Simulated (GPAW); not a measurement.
## Property calculation, with input and output: AlNH₄

System: AlNH₄, SMILES [NH2][AlH2].
Method: revPBE/plane waves, scalar-relativistic datasets (GPAW 26.7.0).

The atoms were displaced at random from an optimised geometry.

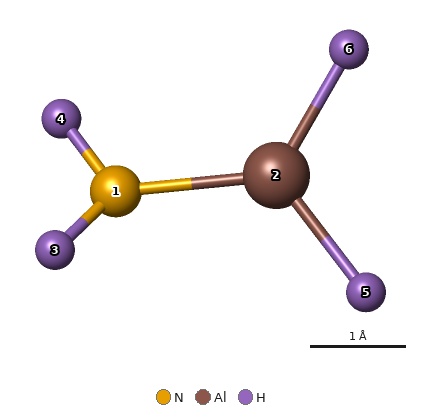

**Figure 1.** The structure (ball-and-stick view, seen at a tilt; atoms are numbered from 1 in the order of the input). Sticks mark near contacts.

### Input file (mol_sp.py)
```python
from ase import Atoms
from gpaw import GPAW, PW

system = Atoms('NAlHHHH',
    positions=[[ -0.012128,  -0.947991,   0.022305],
               [ -0.079459,   0.769070,  -0.076446],
               [  0.684383,  -1.549380,  -0.471070],
               [ -0.428167,  -1.488766,   0.855601],
               [  0.102208,   1.557232,  -1.435058],
               [ -0.197133,   1.731832,   1.111539]])
system.set_cell([13.0, 13.0, 13.0])
system.center()

gpaw_calc = GPAW(mode=PW(450),
                 nbands='150%',
                 random=True,
                 maxiter=80,
                 xc='revPBE',
                 txt='mol.txt')
system.calc = gpaw_calc

energy = system.get_potential_energy()
print(f'Energy                  {energy:.5f} eV')
```

Machine: 1 thread of AMD EPYC (Zen 5), 16 GiB of memory available, shared host.

Command:
```bash
python3 mol_sp.py
```

### Output
```
Energy                  -23.95793 eV
```

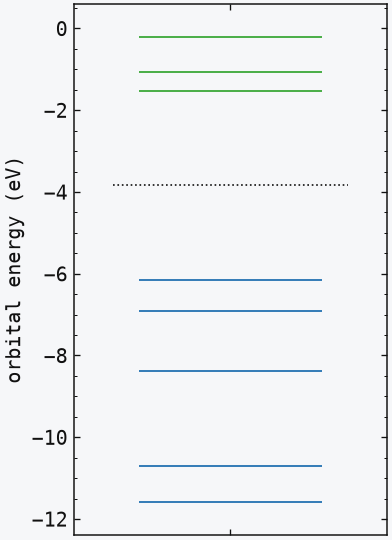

**Figure 2.** Orbital energies near the frontier; the dotted line parts filled from empty levels, and levels within 0.02 eV of each other stand side by side. Highest filled −6.15 eV, lowest empty −1.53 eV, 4.62 eV apart.

### Results in brief

```json
{"quantity": "outcome", "value": "converged"}
{"quantity": "energy relative to the program's reference atoms", "value": "−23.9579 eV"}
{"quantity": "HOMO", "value": "−6.15 eV"}
{"quantity": "LUMO", "value": "−1.53 eV"}
{"quantity": "dipole moment", "value": "1.81 D"}
{"quantity": "wall time", "value": "17 s"}
{"quantity": "peak memory", "value": "0.58 GiB"}
```

Settings chosen away from the usual ones: nbands set to 150%; random set to true.
